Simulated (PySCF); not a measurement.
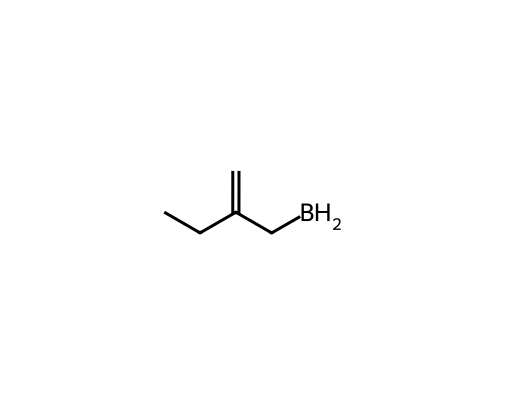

Write the SMILES.

BCC(=C)CC

What is the molecular formula?

C5H11B.

An optimisation with GFN2-xTB gave a structure of which point group?

C1. Other conformers may differ.

The parts below concern this one geometry. Atoms keep their numbers from picture to picture. Computed geometry: GFN2-xTB optimisation. No frequency run is at hand to confirm it as a minimum.

Shape

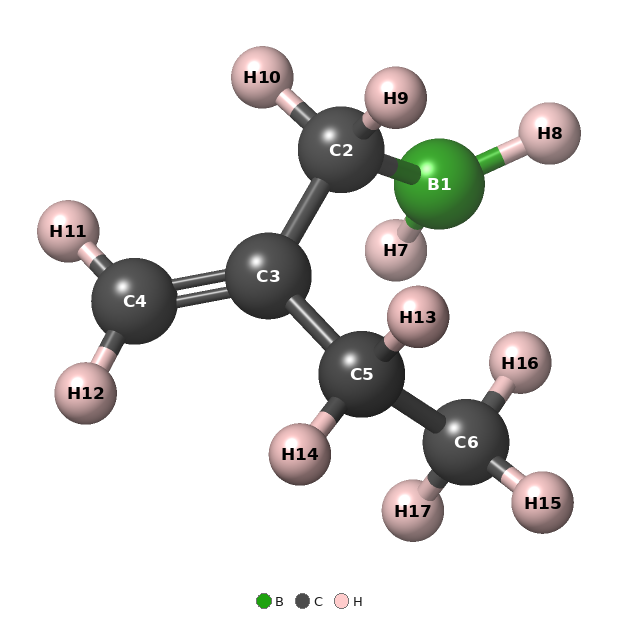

Atoms carry their numbers in the input. No frequency run is at hand to confirm it as a minimum.

How are the neighbours of atom 5 arranged?

C5 has 4 neighbours (C3 at 1.50, C6 at 1.53, H13 at 1.09, H14 at 1.09 Å); the arrangement is tetrahedral.

Describe the coordination of atom 6.

C6 has 4 neighbours (C5 at 1.53, H15 at 1.09, H16 at 1.09, H17 at 1.09 Å); the arrangement is tetrahedral.

What is the geometry at B1?

B1 has 3 neighbours (C2 at 1.58, H7 at 1.17, H8 at 1.17 Å); the arrangement is trigonal planar.

What is the geometry at C4?

C4 has 3 neighbours (C3 at 1.32, H11 at 1.08, H12 at 1.08 Å); the arrangement is trigonal planar.

What is the dihedral angle C4–C3–C5–C6?

111° in size, that is anticlinal.

Spin–spin coupling

No frequency run is at hand to confirm it as a minimum. Method: B3LYP/pcJ-1 indirect spin-spin coupling, non-relativistic, gas phase (PySCF 2.14.0). Isotopes: 11B, 13C, 1H.

Give the spin–spin coupling constants of these pairs, with the number of bonds between them: B1/C2, B1/H7, B1/H8, B1/H9, B1/H10, B1/C3, B1/C4, B1/C5.

| pair | bonds apart | J (Hz) |
| --- | --- | --- |
| B1, C2 | 1 | 47.1 |
| B1, H7 | 1 | 137.2 |
| B1, H8 | 1 | 131.3 |
| B1, H9 | 2 | −8.0 |
| B1, H10 | 2 | −2.5 |
| B1, C3 | 2 | −4.1 |
| B1, C4 | 3 | 2.7 |
| B1, C5 | 3 | 0.7 |

Electronic properties

No frequency run is at hand to confirm it as a minimum. Method: CAM-B3LYP/def2-SVPD, gas phase (PySCF 2.14.0). Excitations: vertical, linear response.

Estimate the brightest of the 8 lowest singlets.

7.26 eV.

What is the dipole moment?

0.70 D.

What is the lowest vertical singlet excitation?

5.09 eV.

What is the HOMO energy (Kohn–Sham orbital)?

−8.36 eV.

Quadrupole coupling

No frequency run is at hand to confirm it as a minimum. Electric field gradients from the ground-state density, B3LYP/pcJ-1 (PySCF 2.14.0), non-relativistic apart from any core potentials.

Give the largest field-gradient component, the quadrupole coupling constant and the asymmetry for 11B at B1 (Q = 40.59 mb), 2H at H7 (Q = 2.86 mb), 2H at H8 (Q = 2.86 mb).

```
atom  V_zz (a.u.)  e²qQ/h (MHz)     η
  B1        0.619          5.90  0.03
  H7        0.233         0.156  0.13
  H8        0.233         0.156  0.14
```

Polarisability

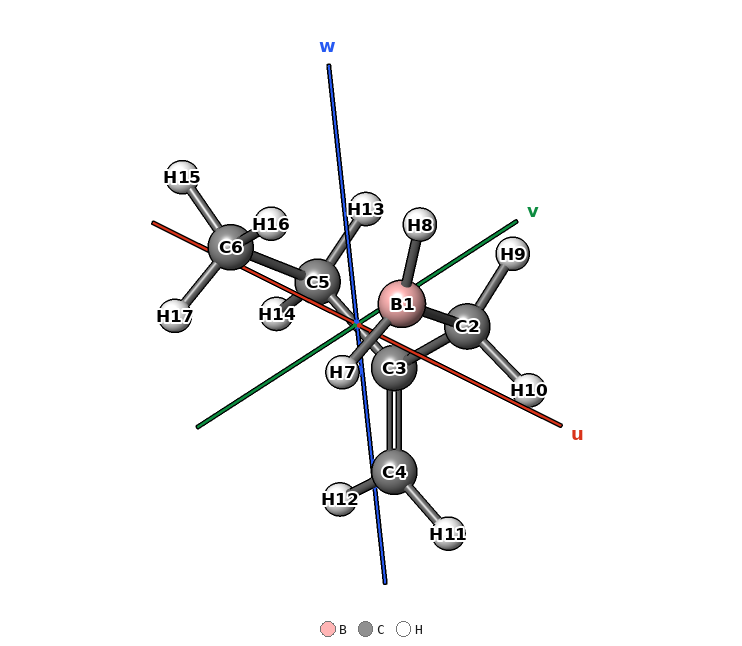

The lines u, v and w are the principal axes of the static dipole polarisability. No frequency run is at hand to confirm it as a minimum. Level of theory: CAM-B3LYP/def2-SVPD (PySCF 2.14.0).

Along which axis is the molecule most polarisable, and along which least?

Most along w, least along v.

Give the three principal values.

u 75.6, v 64.1, w 86.6 bohr³; mean 75.4, anisotropy 19.5 bohr³.

The geometry is semi-empirical. Around B such bond lengths and angles can be off by a tenth of an ångström or more and by several degrees, and values that hang on the shape move with them.
